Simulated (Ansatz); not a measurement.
Response to strain in ZnO

Base system: ZnO in the wurtzite structure (space group P6_3mc, No. 186).

```yaml
crystal:
  lattice:
    - [3.27948, 0.00000, 0.00000]
    - [-1.63974, 2.84011, 0.00000]
    - [0.00000, 0.00000, 5.29371]
  atoms:
    - { symbol: Zn, position: [0.33333, 0.66667, 0.00146] }
    - { symbol: Zn, position: [0.66667, 0.33333, 0.50146] }
    - { symbol: O, position: [0.33333, 0.66667, 0.38054] }
    - { symbol: O, position: [0.66667, 0.33333, 0.88054] }
```

Cartesian axes are those of the cell as printed.

Strains are applied to the cell and any free atomic positions relax.

Calculations: plane-wave PAW DFT at the PBE level (Ansatz, an electronic-structure program, 420 eV), spin-orbit coupling left out.

Notes on the quantities. energy relative to the base: free energy F.

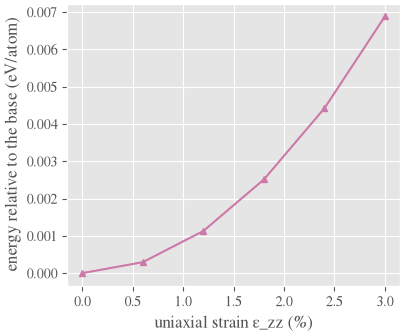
Fig. 1. Energy relative to the base against uniaxial strain ε_zz

| uniaxial strain ε_zz (%) | energy relative to the base |
|---|---|
| 0.6 | +0.3 meV/atom |
| 1.2 | +1.1 meV/atom |
| 1.8 | +2.5 meV/atom |
| 2.4 | +4.4 meV/atom |
| 3 | +6.9 meV/atom |

No phonon test of stability was made.
